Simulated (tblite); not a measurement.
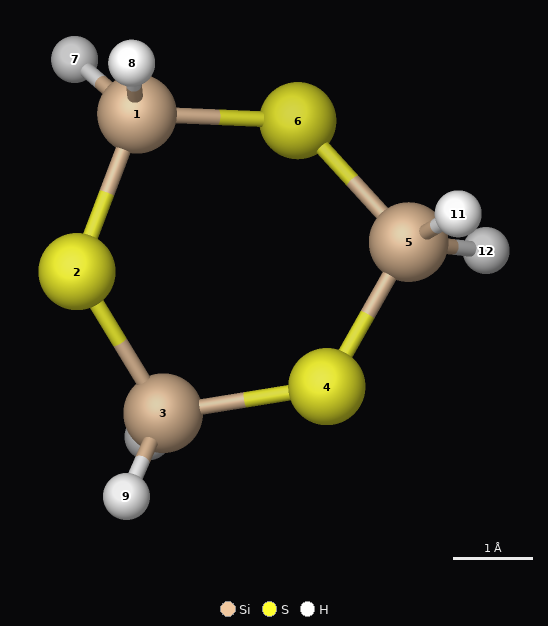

Fig. 1: The input geometry (ball-and-stick view, seen on its broad side; atoms are numbered from 1 in the order of the input). Bond lengths as drawn: H–Si 1.38 to 1.44 Å and S–Si 2.13 to 2.18 Å.

**Geometry relaxation of Si3H6S3 (part 1 of 2)**

Si3H6S3, SMILES [SiH2]1S[SiH2]S[SiH2]S1, computed with GFN2-xTB geometry optimisation, gas phase (tblite 0.8.0).

What the program printed
```
step      E/eV     max force
  0    -493.35172    2.135
  1    -493.52259    0.817
  2    -493.59071    0.598
  3    -493.63472    0.450
  4    -493.67555    0.496
  5    -493.70965    0.438
  6    -493.73573    0.415
  7    -493.75705    0.415
  8    -493.78256    0.520
  9    -493.81039    0.408
 10    -493.82399    0.212
 11    -493.82874    0.133
 12    -493.83225    0.196
 13    -493.83687    0.224
 14    -493.84125    0.159
 15    -493.84383    0.094
 16    -493.84506    0.079
 17    -493.84609    0.108
 18    -493.84813    0.158
 19    -493.85176    0.194
 20    -493.85766    0.241
 21    -493.86524    0.307
 22    -493.87373    0.288
 23    -493.88387    0.282
 24    -493.89262    0.272
 25    -493.89856    0.193
 26    -493.90540    0.212
 27    -493.91279    0.271
 28    -493.92114    0.280
 29    -493.92860    0.225
 30    -493.92994    0.534
 31    -493.94036    0.205
 32    -493.94467    0.126
 33    -493.94908    0.132
 34    -493.95035    0.085
 35    -493.95107    0.055
 36    -493.95155    0.058
 37    -493.95248    0.080
 38    -493.95322    0.089
 39    -493.95359    0.051
 40    -493.95368    0.020
 41    -493.95373    0.023
 42    -493.95379    0.031
 43    -493.95390    0.035
 44    -493.95404    0.034
 45    -493.95419    0.030
 46    -493.95430    0.021
 47    -493.95434    0.014
 48    -493.95437    0.011
 49    -493.95439    0.014
 50    -493.95442    0.022
 51    -493.95448    0.029
 52    -493.95457    0.033
 53    -493.95471    0.030
 54    -493.95484    0.024
 55    -493.95492    0.025
 56    -493.95499    0.030
 57    -493.95506    0.034
 58    -493.95519    0.040
 59    -493.95538    0.044
 60    -493.95557    0.037
 61    -493.95567    0.020
 62    -493.95569    0.009
 63    -493.95570    0.008
 64    -493.95571    0.008
```

Trajectory as extended XYZ (Å, eV, eV/Å), 33 frames, from step=0 to step=64
```
12
Properties=species:S:1:pos:R:3:forces:R:3 step=0 energy=-493.35172
Si    2.0341   -0.8617   -1.4519   -1.2820   0.3670   0.6840
S     0.7399    0.8176   -1.9059   -0.1260   0.2590  -0.3750
Si   -0.7489    1.6319   -0.5384    2.1310  -0.0750   0.1140
S     0.0262    1.4722    1.4698   -0.3690   0.7020   0.4180
Si    1.2360   -0.1137    2.2241   -0.3900  -0.2630  -1.2920
S     1.7402   -1.4561    0.5965    0.0850  -0.6370   0.2350
H     1.7162   -1.9495   -2.3329   -0.2930  -0.2830  -0.0190
H     3.3634   -0.4550   -1.6316    1.1280   0.5190  -0.0640
H    -0.9274    3.0166   -0.8496    0.2330   0.4010  -0.0070
H    -1.9373    0.9448   -0.6684   -1.6130  -1.1570  -0.1060
H     2.4216    0.3978    2.7802    0.9740   0.5770   0.2370
H     0.5391   -0.8442    3.2293   -0.4770  -0.4110   0.1750
12
Properties=species:S:1:pos:R:3:forces:R:3 step=2 energy=-493.59071
Si    2.0041   -0.8475   -1.4329    0.0350   0.1940   0.0940
S     0.7372    0.8270   -1.9227    0.0440   0.1740  -0.4670
Si   -0.7013    1.6206   -0.5372   -0.0990  -0.2410  -0.0110
S     0.0136    1.4979    1.4870   -0.1820   0.4370   0.3640
Si    1.2299   -0.1204    2.1897    0.1170   0.0140  -0.0900
S     1.7432   -1.4817    0.6047    0.0500  -0.5860   0.1070
H     1.7056   -1.9565   -2.3305   -0.2020   0.0840   0.2590
H     3.3890   -0.4403   -1.6315   -0.1020   0.1490   0.1170
H    -0.9173    3.0269   -0.8489    0.3060  -0.1490   0.0880
H    -1.9713    0.9163   -0.6696    0.1420  -0.1620   0.0670
H     2.4459    0.4142    2.7829    0.0230   0.1390  -0.2200
H     0.5247   -0.8558    3.2300   -0.1310  -0.0530  -0.3060
12
Properties=species:S:1:pos:R:3:forces:R:3 step=4 energy=-493.67555
Si    1.9916   -0.8273   -1.4163    0.2750  -0.0400  -0.0530
S     0.7392    0.8441   -1.9643    0.0550   0.0430  -0.1550
Si   -0.6846    1.5984   -0.5358   -0.4280  -0.0020   0.1150
S    -0.0049    1.5404    1.5206    0.0530  -0.0430   0.0160
Si    1.2342   -0.1219    2.1660    0.0620   0.1360   0.2040
S     1.7478   -1.5357    0.6158   -0.0490  -0.1280  -0.0370
H     1.6851   -1.9527   -2.3091   -0.1270   0.2480   0.3460
H     3.3935   -0.4216   -1.6222   -0.3880   0.0580   0.1740
H    -0.8891    3.0197   -0.8419    0.2710  -0.3640   0.0970
H    -1.9770    0.8896   -0.6651    0.4880   0.0140   0.0880
H     2.4591    0.4325    2.7670   -0.2500  -0.0210  -0.3480
H     0.5082   -0.8650    3.2064    0.0390   0.1000  -0.4490
12
Properties=species:S:1:pos:R:3:forces:R:3 step=6 energy=-493.73573
Si    1.9925   -0.8129   -1.4030   -0.0530   0.0030   0.1040
S     0.7427    0.8596   -2.0023   -0.0330  -0.0750   0.2980
Si   -0.6875    1.5803   -0.5268    0.0970  -0.0330   0.0940
S    -0.0154    1.5692    1.5457    0.1640  -0.3070  -0.2260
Si    1.2388   -0.1157    2.1535   -0.0710   0.0540  -0.1160
S     1.7473   -1.5819    0.6223   -0.1330   0.3390  -0.0710
H     1.6603   -1.9357   -2.2715   -0.1100   0.0980   0.1810
H     3.3775   -0.4013   -1.6040   -0.1360   0.1030   0.1450
H    -0.8501    2.9940   -0.8309    0.1460  -0.1310   0.0360
H    -1.9564    0.8653   -0.6563    0.2440  -0.1040   0.0670
H     2.4572    0.4472    2.7334   -0.1090   0.0130  -0.2510
H     0.4963   -0.8673    3.1609   -0.0060   0.0400  -0.2590
12
Properties=species:S:1:pos:R:3:forces:R:3 step=8 energy=-493.78256
Si    1.9902   -0.8023   -1.3862   -0.3110   0.1220   0.1880
S     0.7430    0.8642   -2.0048   -0.0490  -0.0830   0.3760
Si   -0.6840    1.5649   -0.5138    0.5120  -0.0850  -0.0250
S    -0.0095    1.5648    1.5454    0.0920  -0.1530  -0.1600
Si    1.2373   -0.1070    2.1367   -0.0920  -0.0730  -0.3610
S     1.7361   -1.5871    0.6209   -0.1300   0.3340  -0.0260
H     1.6340   -1.9164   -2.2309   -0.1270  -0.1320  -0.0300
H     3.3545   -0.3789   -1.5794    0.1920   0.1700   0.0880
H    -0.8111    2.9657   -0.8202    0.0430   0.1810  -0.0190
H    -1.9212    0.8404   -0.6445   -0.1510  -0.2900   0.0370
H     2.4465    0.4584    2.6893    0.1590   0.1180  -0.0870
H     0.4873   -0.8658    3.1085   -0.1380  -0.1080   0.0200
12
Properties=species:S:1:pos:R:3:forces:R:3 step=10 energy=-493.82399
Si    1.9739   -0.7841   -1.3601   -0.0510   0.0250  -0.0530
S     0.7418    0.8652   -1.9892    0.0510  -0.0140   0.0920
Si   -0.6574    1.5433   -0.5028    0.0840   0.0160  -0.1130
S     0.0010    1.5551    1.5382   -0.0140   0.1200   0.0040
Si    1.2326   -0.1022    2.1022    0.0290  -0.0950  -0.0020
S     1.7167   -1.5776    0.6182   -0.0760   0.0130  -0.0200
H     1.5979   -1.9030   -2.1885   -0.0750  -0.1350  -0.0770
H     3.3385   -0.3451   -1.5468    0.1140   0.1080   0.0800
H    -0.7662    2.9452   -0.8095   -0.0260   0.1820  -0.0210
H    -1.8887    0.7978   -0.6290   -0.0750  -0.1930   0.0430
H     2.4436    0.4771    2.6357    0.1560   0.0820  -0.0410
H     0.4694   -0.8707    3.0527   -0.1170  -0.1090   0.1080
12
Properties=species:S:1:pos:R:3:forces:R:3 step=12 energy=-493.83225
Si    1.9702   -0.7813   -1.3601    0.1110  -0.0920  -0.1100
S     0.7448    0.8652   -1.9841    0.0740   0.0280  -0.0370
Si   -0.6515    1.5418   -0.5066   -0.1750   0.0880  -0.0040
S     0.0015    1.5606    1.5379    0.0290   0.0420  -0.0130
Si    1.2334   -0.1059    2.0989    0.0090   0.0130   0.1640
S     1.7104   -1.5772    0.6166   -0.0620  -0.0430  -0.0480
H     1.5894   -1.9078   -2.1867   -0.0260  -0.0250  -0.0120
H     3.3417   -0.3353   -1.5383   -0.0330   0.0450   0.0860
H    -0.7618    2.9514   -0.8091   -0.0260   0.0290  -0.0060
H    -1.8875    0.7825   -0.6247    0.1000  -0.0690   0.0450
H     2.4511    0.4836    2.6264    0.0240   0.0050  -0.0820
H     0.4613   -0.8767    3.0508   -0.0240  -0.0230   0.0190
12
Properties=species:S:1:pos:R:3:forces:R:3 step=14 energy=-493.84125
Si    1.9736   -0.7855   -1.3680    0.0970  -0.0970  -0.0300
S     0.7544    0.8675   -1.9779    0.0230   0.0840  -0.0760
Si   -0.6561    1.5472   -0.5112   -0.1330   0.0520   0.0710
S     0.0063    1.5688    1.5346    0.0660  -0.0380  -0.0140
Si    1.2343   -0.1092    2.1066   -0.0360   0.0720   0.0820
S     1.6953   -1.5772    0.6101   -0.0630  -0.0300  -0.0060
H     1.5757   -1.9163   -2.1851    0.0310   0.0330  -0.0010
H     3.3432   -0.3177   -1.5188   -0.0690  -0.0150   0.0520
H    -0.7580    2.9619   -0.8093   -0.0490  -0.0650  -0.0090
H    -1.8769    0.7554   -0.6148    0.1390   0.0120   0.0250
H     2.4627    0.4925    2.6058   -0.0610  -0.0560  -0.0690
H     0.4486   -0.8865    3.0490    0.0560   0.0480  -0.0260
12
Properties=species:S:1:pos:R:3:forces:R:3 step=16 energy=-493.84506
Si    1.9776   -0.7900   -1.3707   -0.0350   0.0060   0.0340
S     0.7598    0.8726   -1.9765    0.0020   0.0610  -0.0160
Si   -0.6610    1.5502   -0.5097    0.0580  -0.0140   0.0120
S     0.0127    1.5702    1.5319    0.0350   0.0130   0.0150
Si    1.2326   -0.1074    2.1104   -0.0310   0.0150  -0.0520
S     1.6833   -1.5773    0.6070   -0.0650  -0.0160   0.0230
H     1.5682   -1.9180   -2.1816    0.0430   0.0020  -0.0390
H     3.3397   -0.3078   -1.5047    0.0050  -0.0200   0.0250
H    -0.7558    2.9623   -0.8091   -0.0750  -0.0210  -0.0150
H    -1.8631    0.7397   -0.6078    0.0370  -0.0190   0.0130
H     2.4650    0.4952    2.5888   -0.0170  -0.0430  -0.0220
H     0.4441   -0.8890    3.0431    0.0430   0.0360   0.0210
12
Properties=species:S:1:pos:R:3:forces:R:3 step=18 energy=-493.84813
Si    1.9773   -0.7926   -1.3691   -0.1090   0.0870   0.0390
S     0.7637    0.8827   -1.9784    0.0320  -0.0140   0.0470
Si   -0.6594    1.5508   -0.5069    0.1430  -0.0420  -0.0520
S     0.0204    1.5726    1.5319   -0.0190   0.0980   0.0170
Si    1.2283   -0.1040    2.1082    0.0060  -0.0540  -0.0920
S     1.6686   -1.5799    0.6071   -0.0610  -0.0160  -0.0140
H     1.5684   -1.9179   -2.1830    0.0420   0.0000  -0.0450
H     3.3370   -0.3042   -1.4927    0.0290  -0.0230   0.0200
H    -0.7624    2.9592   -0.8103   -0.0830   0.0220  -0.0110
H    -1.8491    0.7283   -0.6018   -0.0300  -0.0520   0.0130
H     2.4639    0.4919    2.5752    0.0480  -0.0150   0.0110
H     0.4463   -0.8861    3.0409    0.0030   0.0090   0.0690
12
Properties=species:S:1:pos:R:3:forces:R:3 step=20 energy=-493.85766
Si    1.9690   -0.7971   -1.3648   -0.1240   0.1750   0.0080
S     0.7828    0.9164   -1.9817    0.1100  -0.1730   0.1250
Si   -0.6455    1.5532   -0.5040    0.1020  -0.0560  -0.1030
S     0.0447    1.5936    1.5334   -0.1030   0.2070  -0.0280
Si    1.2147   -0.0988    2.0979    0.0910  -0.1300  -0.0640
S     1.6118   -1.5920    0.6047   -0.0580  -0.0130  -0.1510
H     1.5784   -1.9198   -2.1993    0.0510   0.0970   0.0160
H     3.3322   -0.2980   -1.4519   -0.0400  -0.0720   0.0190
H    -0.8020    2.9550   -0.8179   -0.0670  -0.0010   0.0140
H    -1.8063    0.6875   -0.5807   -0.0330  -0.0370   0.0140
H     2.4671    0.4760    2.5352    0.1210   0.0080   0.0440
H     0.4562   -0.8752    3.0501   -0.0510  -0.0030   0.1050
12
Properties=species:S:1:pos:R:3:forces:R:3 step=22 energy=-493.87373
Si    1.9473   -0.7950   -1.3580    0.0190   0.1170  -0.0490
S     0.8241    0.9640   -1.9793    0.1380  -0.2350   0.0940
Si   -0.6169    1.5560   -0.5050   -0.1660   0.0090  -0.0250
S     0.0817    1.6430    1.5328   -0.0800   0.1200  -0.0820
Si    1.1963   -0.0973    2.0776    0.1230  -0.0650   0.0670
S     1.5071   -1.6129    0.5891   -0.0740   0.0080  -0.2430
H     1.6049   -1.9152   -2.2306    0.0450   0.2470   0.1210
H     3.3208   -0.2976   -1.3810   -0.1380  -0.1330   0.0200
H    -0.8826    2.9459   -0.8313    0.0110  -0.1650   0.0470
H    -1.7333    0.6188   -0.5439    0.0710   0.0580  -0.0030
H     2.4799    0.4444    2.4722    0.1050  -0.0180   0.0270
H     0.4739   -0.8532    3.0784   -0.0530   0.0570   0.0250
12
Properties=species:S:1:pos:R:3:forces:R:3 step=24 energy=-493.89262
Si    1.9259   -0.7803   -1.3499    0.1720  -0.0750  -0.0250
S     0.8652    0.9847   -1.9662   -0.0170   0.0320  -0.0650
Si   -0.5974    1.5540   -0.5060   -0.2470  -0.0010   0.1140
S     0.1071    1.6879    1.5249    0.0480  -0.1060  -0.0410
Si    1.1894   -0.1005    2.0575    0.0580   0.0800   0.1100
S     1.4149   -1.6249    0.5598   -0.1210   0.0280  -0.0620
H     1.6285   -1.8900   -2.2434   -0.0110   0.1760   0.0550
H     3.3007   -0.3067   -1.3213    0.0000  -0.0940   0.0300
H    -0.9438    2.9224   -0.8379    0.0500  -0.1390   0.0050
H    -1.6680    0.5658   -0.5143    0.0420   0.0420  -0.0380
H     2.4960    0.4174    2.4204    0.0530  -0.0500  -0.0080
H     0.4847   -0.8291    3.0974   -0.0260   0.1070  -0.0740
12
Properties=species:S:1:pos:R:3:forces:R:3 step=26 energy=-493.90540
Si    1.9150   -0.7720   -1.3403    0.0730   0.0140   0.0850
S     0.9042    1.0157   -1.9551   -0.1460   0.1260  -0.0330
Si   -0.5892    1.5504   -0.4986   -0.0560  -0.0770   0.0130
S     0.1426    1.7229    1.5137    0.0670  -0.1180   0.0490
Si    1.1833   -0.0964    2.0410    0.0660   0.0370  -0.0200
S     1.3054   -1.6320    0.5299   -0.1220   0.1150   0.0860
H     1.6447   -1.8581   -2.2521   -0.0550   0.0020  -0.0990
H     3.2817   -0.3128   -1.2490    0.1990  -0.0540   0.0480
H    -0.9995    2.8915   -0.8446    0.0320  -0.0500  -0.0180
H    -1.5914    0.5024   -0.4823   -0.0780  -0.0270  -0.0540
H     2.5146    0.3886    2.3540    0.0640  -0.0630  -0.0030
H     0.4918   -0.7992    3.1044   -0.0430   0.0950  -0.0540
12
Properties=species:S:1:pos:R:3:forces:R:3 step=28 energy=-493.92114
Si    1.9045   -0.7579   -1.3176   -0.0790   0.1210   0.0590
S     0.9435    1.0659   -1.9380   -0.1240   0.0340   0.0140
Si   -0.5814    1.5381   -0.4864    0.1270  -0.0850  -0.1170
S     0.1987    1.7552    1.4994   -0.0100   0.0550   0.1100
Si    1.1800   -0.0870    2.0143    0.0760  -0.0820  -0.0720
S     1.1446   -1.6246    0.4951   -0.0350   0.1570   0.0940
H     1.6669   -1.8094   -2.2728   -0.0660  -0.0540  -0.1300
H     3.2705   -0.3320   -1.1479    0.2640  -0.0330   0.0890
H    -1.0762    2.8391   -0.8553    0.0070   0.0240  -0.0070
H    -1.4917    0.4198   -0.4447   -0.2090  -0.1180  -0.0460
H     2.5415    0.3387    2.2656    0.1160  -0.0700   0.0010
H     0.5023   -0.7452    3.1094   -0.0660   0.0500   0.0040
12
Properties=species:S:1:pos:R:3:forces:R:3 step=30 energy=-493.92994
Si    1.9090   -0.7378   -1.2971   -0.0330   0.0890  -0.1870
S     0.9361    1.0812   -1.9257    0.0920  -0.0390  -0.0830
Si   -0.5908    1.5162   -0.4814    0.3630  -0.0350   0.0660
S     0.2224    1.7500    1.4953   -0.0910   0.2170   0.0290
Si    1.1999   -0.0846    2.0016   -0.0610   0.0370   0.0830
S     1.0683   -1.5857    0.4817   -0.0010  -0.1630  -0.0270
H     1.6721   -1.7660   -2.2879   -0.0400   0.0190  -0.0010
H     3.2945   -0.3673   -1.1053    0.0980  -0.0020   0.0940
H    -1.0973    2.7962   -0.8583   -0.1070   0.2970  -0.0520
H    -1.4776    0.3967   -0.4467   -0.3950  -0.3590  -0.0040
H     2.5682    0.3008    2.2425    0.2330  -0.0300   0.0070
H     0.4983   -0.6988    3.1024   -0.0570  -0.0290   0.0760
12
Properties=species:S:1:pos:R:3:forces:R:3 step=32 energy=-493.94467
Si    1.9094   -0.7358   -1.3037    0.0440   0.0330  -0.0760
S     0.9419    1.0845   -1.9323    0.0590  -0.0400  -0.0460
Si   -0.5857    1.5152   -0.4832    0.0270  -0.0640   0.0840
S     0.2201    1.7649    1.5002   -0.0240  -0.0010  -0.0300
Si    1.2004   -0.0857    2.0057   -0.0340   0.1130   0.0420
S     1.0629   -1.5918    0.4803    0.0510  -0.0040  -0.0410
H     1.6700   -1.7681   -2.2930   -0.0200   0.0580   0.0260
H     3.3005   -0.3666   -1.0952   -0.0400  -0.0440   0.0600
H    -1.1043    2.8048   -0.8600   -0.0020   0.0270   0.0100
H    -1.4860    0.3814   -0.4447   -0.1120  -0.0240  -0.0200
H     2.5798    0.2978    2.2380    0.0570  -0.0720  -0.0150
H     0.4942   -0.6999    3.1090   -0.0060   0.0170   0.0070
```
